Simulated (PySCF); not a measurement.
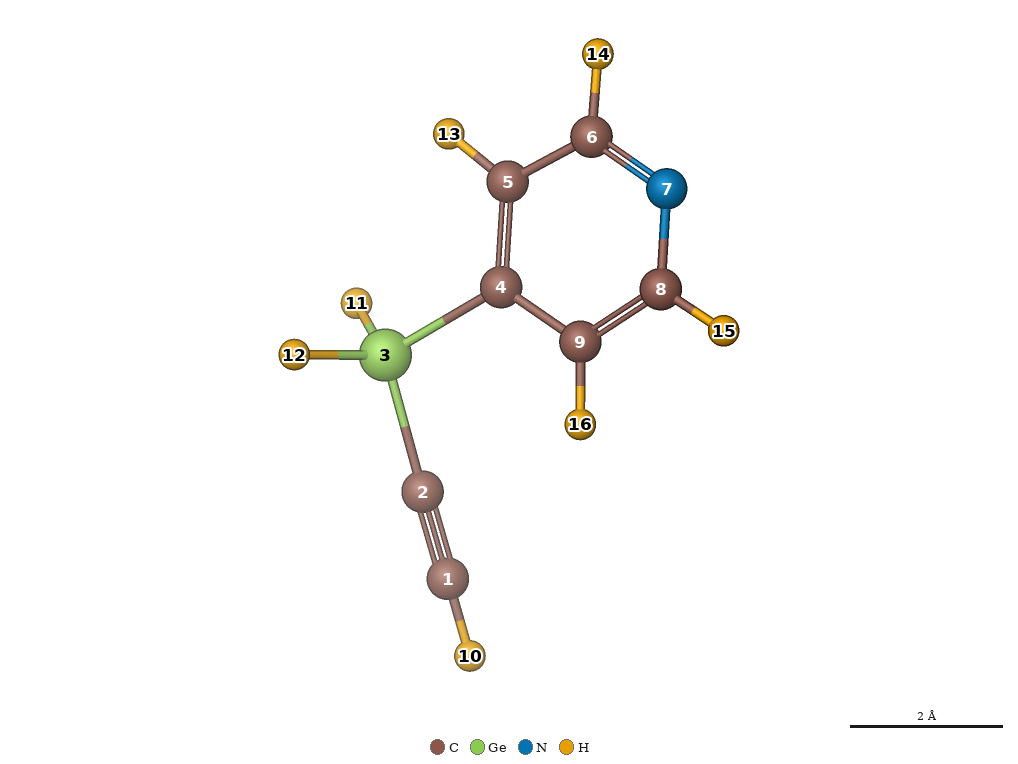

Orthographic view. Atoms fade into the background with distance from the viewer. The computed structure is the end point of a PBE0-D3(BJ)/def2-SVP optimisation. No frequency run is at hand to confirm it as a minimum.

Write the connection table.

C1: C2, H10
C2: C1, Ge3
Ge3: C2, C4, H11, H12
C4: Ge3, C5, C9
C5: C4, C6, H13
C6: C5, N7, H14
N7: C6, C8
C8: N7, C9, H15
C9: C4, C8, H16
(terminal hydrogens appear only as neighbours)
